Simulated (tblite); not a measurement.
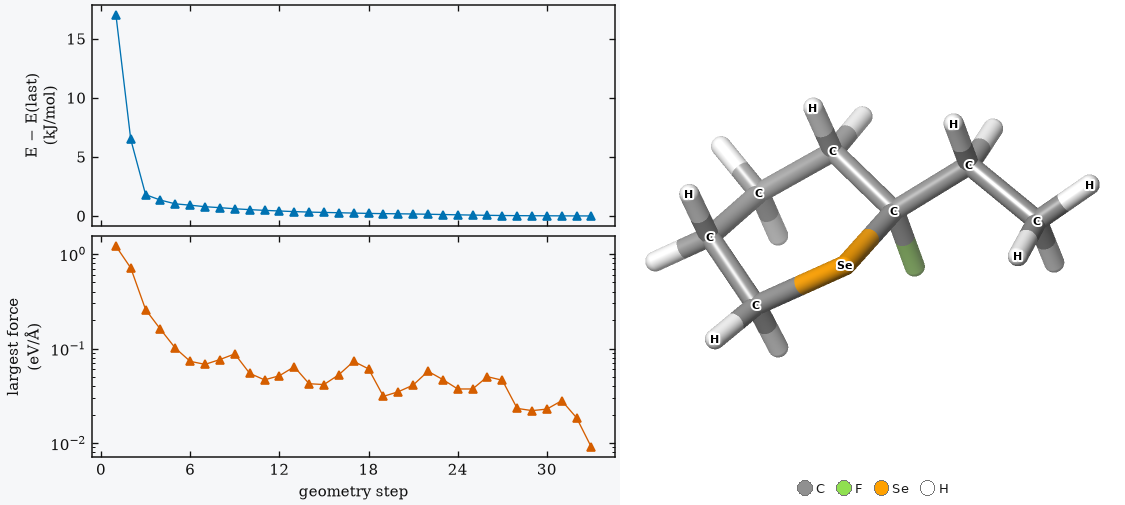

Beside the plot: the molecule at the start.

History of a geometry optimisation.

System: C₇H₁₃FSe (SMILES CC[C@]1(F)CCCC[Se]1).
Method: tblite, GFN2-xTB geometry optimisation, gas phase.

How did the optimisation end?

Answer. The optimisation met its thresholds at geometry 33, counting the start as the first. The energy fell by about 17 kJ/mol from the first step to the last. The largest force goes from about 1.2 eV/Å at the start to 9 × 10⁻³ eV/Å at the end.
